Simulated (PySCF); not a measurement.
**wB97M-V/def2-TZVPP run of CHFO (formyl fluoride)**

What is the vertical singlet–triplet gap of CHFO (formyl fluoride) at wB97M-V/def2-TZVPP? Input form: a Python script.

The results are computed with PySCF 2.14.0.

2 further runs of the same task are left out: 2 set aside as unsound or not needed.

### 1 The structure to begin with

CHFO: 4 atoms, total charge 0, spin state singlet. SMILES: `O=CF`. The shape is that of a GFN2-xTB optimisation.

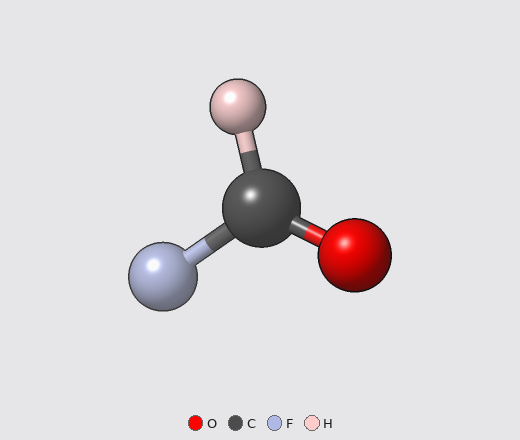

The structure, seen from a chosen angle (oxygen red, carbon dark grey, fluorine light blue, hydrogen pink).

### 2 The energy at wB97M-V/def2-TZVPP

geometry.xyz reads:

```xyz
4
CHFO
O     -0.889680     0.196020     0.829980
C     -0.049740     0.073340     0.022930
F      0.584370    -1.090860    -0.181350
H      0.355050     0.821510    -0.671560
```

job.py reads:

```python
from pyscf import gto, dft

mol = gto.M(
    atom='geometry.xyz',
    verbose=3,
    basis='def2-tzvpp',
    max_memory=1860,
    spin=0,
)

mf = dft.RKS(mol, xc='wb97m-v')
mf.grids.level = 5
mf.nlcgrids.level = 1
mf.conv_tol = 1e-10
mf.kernel()
if not mf.converged:
    mf = mf.newton().run(mf.mo_coeff, mf.mo_occ)

e_tot = mf.e_tot
print('E(%s) = %.9f' % ('WB97M-V', e_tot))
```

The run is started by

```sh
$ OMP_NUM_THREADS=1 python job.py
```

The program printed:

```text
converged SCF energy = -213.807490058935
E(WB97M-V) = -213.807490059
```

It took 53 s on 1 thread of Arm Neoverse V1, shared host; peak memory 0.59 GiB.

### 3 The triplet

calc.py reads:

```python
from pyscf import gto, dft

molecule = gto.M(
    atom='''
O     -0.889680     0.196020     0.829980
C     -0.049740     0.073340     0.022930
F      0.584370    -1.090860    -0.181350
H      0.355050     0.821510    -0.671560
''',
    spin=2,
    basis='def2-tzvpp',
    max_memory=1860,
    charge=0,
    verbose=3,
)

mf = dft.UKS(molecule, xc='wb97m-v')
mf.conv_tol = 1e-10
mf.nlcgrids.level = 1
mf.grids.level = 5
mf.kernel()
if not mf.converged:
    mf = mf.newton().run(mf.mo_coeff, mf.mo_occ)

e_final = mf.e_tot
print('Final energy', e_final)
```

The run is started by

```sh
$ OMP_NUM_THREADS=1 python calc.py
```

The program printed:

```text
WARN: HOMO -0.0189380480896411 >= LUMO -0.405821615082704

converged SCF energy = -213.602251851792  <S^2> = 2.0050493  2S+1 = 3.0033643
Final energy -213.60225185179218
```

Wall time 1.8 min (1 thread of Arm Neoverse V1, shared host); peak memory 0.61 GiB.

### 4 Results

Level: wB97M-V/def2-TZVPP.

```
                                        quantity          value
                           singlet: total energy  -213.80749 Eh
                          singlet: dipole moment         2.12 D
                            singlet: HOMO energy      -12.00 eV
                            singlet: LUMO energy        1.51 eV
                          singlet: HOMO–LUMO gap       13.51 eV
                           triplet: total energy  -213.60225 Eh
                          triplet: dipole moment         1.17 D
     triplet: HOMO energy (highest over α and β)       -6.27 eV
      triplet: LUMO energy (lowest over α and β)       -3.92 eV
                                   triplet: ⟨S²⟩          2.005
vertical energy of the triplet above the singlet       5.585 eV
```

What this shows: At this shape the triplet lies 5.58 eV (129 kcal/mol) above the singlet.
